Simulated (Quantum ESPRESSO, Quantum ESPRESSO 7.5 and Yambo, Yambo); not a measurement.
# A GW chain in Yambo: SrTiO3 (Tausonite)

Wanted: ground state, empty states, screening and self-energy for SrTiO3 (Tausonite).

Program: Quantum ESPRESSO 7.5 and Yambo 5.3.0. Level of theory: PBE and many-body steps on it, plane waves. Results are calculated unless marked as measured.

**The experiments to reproduce.**

- Gap 3.77 eV: direct gap (M0 critical point); spectroscopic ellipsometry, second-derivative fit; 300 K; bulk crystal (commercial single crystal) (“Optical probe of ferroelectric order in bulk and thin film perovskite titanates”, 2013, arxiv:1309.1245).

Most raw output is cut from this account.

## 1. The starting structure

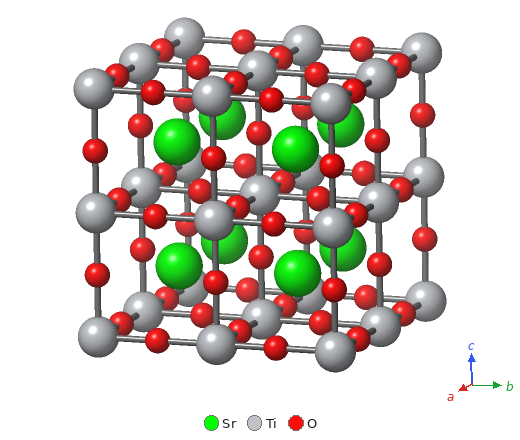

The starting structure, seen slightly off an axis (strontium green, titanium light grey, oxygen red). 2×2×2 cells are drawn. Some periodic images of atoms are drawn too.

The cell and positions come from the Crystallography Open Database and are kept as given unless a step says otherwise.

## 2. Ground state

This step: Quantum ESPRESSO 7.5; DFT, PBE, plane waves, norm-conserving pseudopotentials.

The ground-state density comes first.

The input, pw.in:

```
&control
  calculation = 'scf'
  prefix = 'x'
  outdir = 'o'
  pseudo_dir = 'pseudo'
/
&system
  ibrav = 0
  nat = 5
  ntyp = 3
  ecutwfc = 76.0
  nbnd = 26
  force_symmorphic = .true.
/
&electrons
  conv_thr = 1e-10
  electron_maxstep = 80
  mixing_beta = 0.5
/
ATOMIC_SPECIES
  Sr 87.62 Sr.upf
  Ti 47.867 Ti.upf
  O 15.999 O.upf
CELL_PARAMETERS angstrom
  3.9052800000 0.0000000000 0.0000000000
  0.0000000000 3.9052800000 0.0000000000
  0.0000000000 0.0000000000 3.9052800000
ATOMIC_POSITIONS crystal
  Sr 0.5000000000 0.5000000000 0.5000000000
  Ti 0.0000000000 0.0000000000 0.0000000000
  O 0.5000000000 0.0000000000 0.0000000000
  O 0.0000000000 0.5000000000 0.0000000000
  O 0.0000000000 0.0000000000 0.5000000000
K_POINTS automatic
  6 6 6 0 0 0
```

Run with:

```sh
> OMP_NUM_THREADS=1 mpirun -n 4 pw.x -nk 4 -in pw.in > pw.out
```

The job ended after 15 s (4 MPI ranks of Intel Xeon 6975P-C (Granite Rapids), shared host; peak memory 0.35 GiB).

This step gave:

* total energy: -3905.9468 eV
* gap: 1.908 eV
* k of the valence top: -0.5, -0.5, -0.5
* k of the conduction bottom: 0, 0, 0
* least direct gap: 2.263 eV

The gap is indirect, with the least direct gap 0.36 eV higher.

## 3. Bands along the symmetry lines

Levels along a band path, at the cheap level, show where the edges lie and whether the meshes to come will hold them.

The input, pw.in:

```
&control
  calculation = 'bands'
  prefix = 'x'
  outdir = 'o'
  pseudo_dir = 'pseudo'
/
&system
  ibrav = 0
  nat = 5
  ntyp = 3
  ecutwfc = 76.0
  nbnd = 26
  force_symmorphic = .true.
/
&electrons
  conv_thr = 1e-9
  electron_maxstep = 80
  diago_full_acc = .true.
  diago_thr_init = 5e-6
/
ATOMIC_SPECIES
  Sr 87.62 Sr.upf
  Ti 47.867 Ti.upf
  O 15.999 O.upf
CELL_PARAMETERS angstrom
  3.9052800000 0.0000000000 0.0000000000
  0.0000000000 3.9052800000 0.0000000000
  0.0000000000 0.0000000000 3.9052800000
ATOMIC_POSITIONS crystal
  Sr 0.5000000000 0.5000000000 0.5000000000
  Ti 0.0000000000 0.0000000000 0.0000000000
  O 0.5000000000 0.0000000000 0.0000000000
  O 0.0000000000 0.5000000000 0.0000000000
  O 0.0000000000 0.0000000000 0.5000000000
K_POINTS crystal
  50
  0.00000000 0.00000000 0.00000000 1
  0.00000000 0.06250000 0.00000000 1
  0.00000000 0.12500000 0.00000000 1
  0.00000000 0.18750000 0.00000000 1
  0.00000000 0.25000000 0.00000000 1
  0.00000000 0.31250000 0.00000000 1
  0.00000000 0.37500000 0.00000000 1
  0.00000000 0.43750000 0.00000000 1
  0.00000000 0.50000000 0.00000000 1
  0.06250000 0.50000000 0.00000000 1
  0.12500000 0.50000000 0.00000000 1
  0.18750000 0.50000000 0.00000000 1
  0.25000000 0.50000000 0.00000000 1
  0.31250000 0.50000000 0.00000000 1
  0.37500000 0.50000000 0.00000000 1
  0.43750000 0.50000000 0.00000000 1
  0.50000000 0.50000000 0.00000000 1
  0.43750000 0.43750000 0.00000000 1
  0.37500000 0.37500000 0.00000000 1
  0.31250000 0.31250000 0.00000000 1
  0.25000000 0.25000000 0.00000000 1
  0.18750000 0.18750000 0.00000000 1
  0.12500000 0.12500000 0.00000000 1
  0.06250000 0.06250000 0.00000000 1
  0.00000000 0.00000000 0.00000000 1
  0.06250000 0.06250000 0.06250000 1
  0.12500000 0.12500000 0.12500000 1
  0.18750000 0.18750000 0.18750000 1
  0.25000000 0.25000000 0.25000000 1
  0.31250000 0.31250000 0.31250000 1
  0.37500000 0.37500000 0.37500000 1
  0.43750000 0.43750000 0.43750000 1
  0.50000000 0.50000000 0.50000000 1
  0.43750000 0.50000000 0.43750000 1
  0.37500000 0.50000000 0.37500000 1
  0.31250000 0.50000000 0.31250000 1
  0.25000000 0.50000000 0.25000000 1
  0.18750000 0.50000000 0.18750000 1
  0.12500000 0.50000000 0.12500000 1
  0.06250000 0.50000000 0.06250000 1
  0.00000000 0.50000000 0.00000000 1
  0.50000000 0.50000000 0.50000000 1
  0.50000000 0.50000000 0.43750000 1
  0.50000000 0.50000000 0.37500000 1
  0.50000000 0.50000000 0.31250000 1
  0.50000000 0.50000000 0.25000000 1
  0.50000000 0.50000000 0.18750000 1
  0.50000000 0.50000000 0.12500000 1
  0.50000000 0.50000000 0.06250000 1
  0.50000000 0.50000000 0.00000000 1
```

The job ended after 10 s (4 MPI ranks; peak memory 0.29 GiB).

Numbers from this step:

```
gap                        : 1.908 eV
k of the valence top       : 0.5, 0.5, 0.5
k of the conduction bottom : 0, 0, 0
least direct gap           : 2.263 eV
```

The gap is 1.908 eV, as in the run before at this level.

Electronic bands along the path, in eV, zero at the top of the highest filled band:

```tsv
point	band 17	band 18	band 19	band 20	band 21	band 22	band 23	band 24
Γ	-1.17	-0.36	-0.36	-0.36	1.91	1.91	1.91	4.39
X	-2.34	-1.96	-0.73	-0.73	2.07	3.83	3.83	4.40
M	-1.72	-1.55	-1.55	-0.09	3.84	3.84	4.30	5.37
Γ	-1.17	-0.36	-0.36	-0.36	1.91	1.91	1.91	4.39
R	-3.71	0.00	0.00	0.00	4.52	4.52	4.52	7.00
X	-2.34	-1.96	-0.73	-0.73	2.07	3.83	3.83	4.40
jump to R	-3.71	0.00	0.00	0.00	4.52	4.52	4.52	7.00
M	-1.72	-1.55	-1.55	-0.09	3.84	3.84	4.30	5.37
```

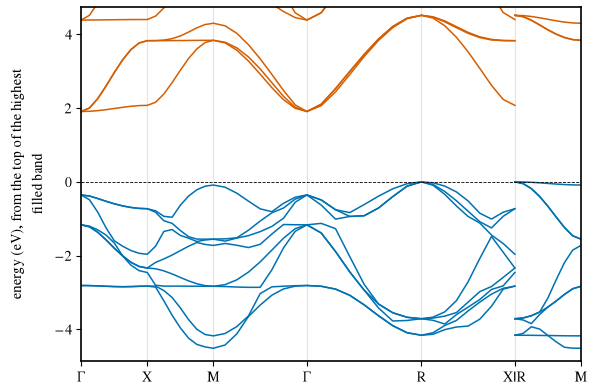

Electronic bands along the path; lines of filled and empty bands in two colours.

## 4. Empty states on the mesh, 4×4×4 mesh, 402 bands

The sums over transitions need many empty states on a uniform mesh; this step solves for them.

The input, pw.in:

```
&control
  calculation = 'nscf'
  prefix = 'x'
  outdir = 'o'
  pseudo_dir = 'pseudo'
/
&system
  ibrav = 0
  nat = 5
  ntyp = 3
  ecutwfc = 76.0
  nbnd = 402
  force_symmorphic = .true.
/
&electrons
  conv_thr = 1e-9
  electron_maxstep = 80
  diago_full_acc = .true.
  diago_thr_init = 5e-6
/
ATOMIC_SPECIES
  Sr 87.62 Sr.upf
  Ti 47.867 Ti.upf
  O 15.999 O.upf
CELL_PARAMETERS angstrom
  3.9052800000 0.0000000000 0.0000000000
  0.0000000000 3.9052800000 0.0000000000
  0.0000000000 0.0000000000 3.9052800000
ATOMIC_POSITIONS crystal
  Sr 0.5000000000 0.5000000000 0.5000000000
  Ti 0.0000000000 0.0000000000 0.0000000000
  O 0.5000000000 0.0000000000 0.0000000000
  O 0.0000000000 0.5000000000 0.0000000000
  O 0.0000000000 0.0000000000 0.5000000000
K_POINTS automatic
  4 4 4 0 0 0
```

The job ended after 71 s (4 MPI ranks; peak memory 0.93 GiB).

Numbers from this step:

```yaml
gap: 1.908 eV
k_of_the_valence_top: -0.5, -0.5, -0.5
k_of_the_conduction_bottom: 0, 0, 0
least_direct_gap: 2.263 eV
k_points_computed: 10
lowest_point_of_the_top_converged_band_above_the_valence_top: 184.8108 eV
```

On this mesh the gap is 1.908 eV.

## 5. Conversion and set-up

This step: Yambo 5.3.0; conversion and set-up on PBE, plane waves, norm-conserving pseudopotentials.

The states are converted to the many-body program's format and the q mesh is built.

Run with:

```sh
> (cd o/x.save; p2y > p2y.log; mv SAVE ../..); yambo > setup.log
```

Run time: 3.6 s. Hardware: 1 MPI rank; peak memory 0.25 GiB.

## 6. Screening and self-energy, 4×4×4 mesh, 402 bands, screening to 272.1 eV

Now the one-shot GW correction: screening in the RPA, then the self-energy of the levels asked for.

This step: G0W0 on PBE, plane waves, norm-conserving pseudopotentials.

The input, gw3.in:

```
HF_and_locXC
gw0
dyson
ppa
em1d
rim_cut
RandQpts= 1000000
RandGvec= 1 RL
EXXRLvcs= 76 Ry
VXCRLvcs= 304 Ry
Chimod= "HARTREE"
% BndsRnXp
 1 | 402 |
%
NGsBlkXp= 20 Ry
% LongDrXp
 1 | 1 | 1 |
%
% GbndRnge
 1 | 402 |
%
DysSolver= "n"
ExtendOut
PPAPntXp= 27.21138 eV
% QPkrange
 10 | 10 | 19 | 22 |
 1 | 1 | 19 | 22 |
%
```

Run with:

```sh
> OMP_NUM_THREADS=1 mpirun -n 4 yambo -F gw3.in -J gw3 -C gw3 > gw3.log
```

Elapsed: 40 min, on 4 MPI ranks; peak memory 2.9 GiB.

This step gave:

```yaml
g0w0_gap_on_the_points_computed: 3.445 eV
starting_gap_on_the_mesh: 1.908 eV
k_of_the_valence_top: -0.5, -0.5, -0.5
k_of_the_conduction_bottom: 0, 0, 0
least_direct_g0w0_gap_on_the_computed_points: 3.823 eV
z_at_the_valence_top: 0.7606
z_at_the_conduction_bottom: 0.7741
```

The gap on the mesh goes from 1.91 eV to 3.44 eV, a correction of +1.54 eV.

Limits: finite bands, cutoff and mesh; no spin-orbit coupling; coarse k mesh. v1 is the top filled band, c1 the lowest empty one. Levels before and after the correction, in eV, zero at the valence-band top of each column:

```tsv
	conduction bottom	valence top
Kohn-Sham	1.91	0.00
G0W0	3.44	0.00
```

```tsv
	level	energy (eV)
Kohn-Sham	Γ v2-v1	-0.355
Kohn-Sham	Γ c1-c2	1.908
Kohn-Sham	(-0.5 -0.5 -0.5) v2-v1	0.000
Kohn-Sham	(-0.5 -0.5 -0.5) c1-c2	4.517
G0W0	Γ v2-v1	-0.379
G0W0	Γ c1-c2	3.445
G0W0	(-0.5 -0.5 -0.5) v2-v1	0.000
G0W0	(-0.5 -0.5 -0.5) c1-c2	6.292
```

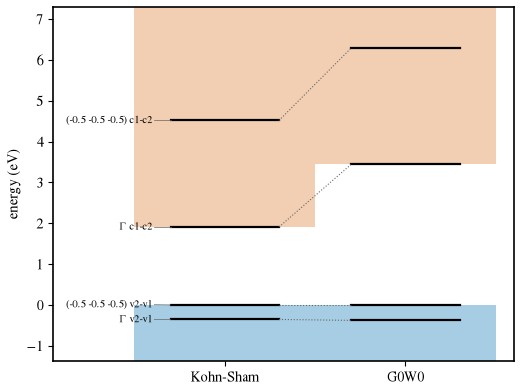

Levels before and after the correction. Shaded: valence and conduction bands.

## 7. Where the time went

Times are wall times on the hardware named with each run, good to a factor of about two.

```tsv
step	time	share	memory (GiB)
ground state	15 s	1 %	0.35
bands along the symmetry lines	10 s	0 %	0.29
empty states on the mesh	71 s	3 %	0.93
conversion and set-up	3.6 s	0 %	0.25
screening and self-energy	40 min	96 %	2.9
```

## 8. What came out

```json
{
 "PBE gap": "1.91 eV, indirect",
 "G0W0 gap on the mesh": "3.44 eV",
 "GW settings": "4×4×4 mesh, 402 bands, screening to 272.1 eV, Godby-Needs plasmon pole",
 "known limits": "not at the basis limit; no spin-orbit coupling; coarse k mesh"
}
```

**Reading.** G0W0 moves the gap on the mesh from 1.91 eV to 3.44 eV (+1.54 eV), with Z of 0.76 and 0.77 at the edges. Only 2 of the mesh's irreducible points were corrected, so a valley elsewhere could overtake. The dearest step here is «screening and self-energy». Against experiment, by G0W0@PBE: the direct gap of 3.82 eV lies +0.05 eV from the measured 3.77 eV (direct, 300 K, 2013). An exciton line or allowed optical edge lies below the quasiparticle gap by the binding energy; a forbidden edge can push the onset above it. The calculation has static nuclei and no excitons; a measured gap holds zero-point and thermal motion, which mostly lowers it. Bands and cutoff are finite, so the gap is not at the basis limit. The miss can reach some tenths of an eV and take either sign; the mesh is an error of its own. In the G0W0 run levels were corrected at 2 k points alone, so a gap called «on the mesh» is the least over those, and an edge elsewhere would be missed. The 4×4×4 mesh is coarse for this cell, which bears on the long-range parts of exchange and screening. This is the ideal cubic cell; many perovskites, halides above all, are cubic only on average, and local tilts or off-centring can widen the gap. The many-body steps are scalar-relativistic: spin-orbit coupling is not in them.

[Paths, hosts, dates, memory and timing lines, banners, echoed tables and standing remarks are left out of the program output.]

[Logs are printed without paths, hosts, clocks, repeated set-up lines and the standing remarks that a program may print on its own settings, such as how far it seeks lower states.]

[Runs of the session that timed out or met a known fault of the program may be left out.]

[Hosts, paths, dates, database ids (printed as entryN), source tags and the programs' standing remarks are cut or masked in the printed files.]
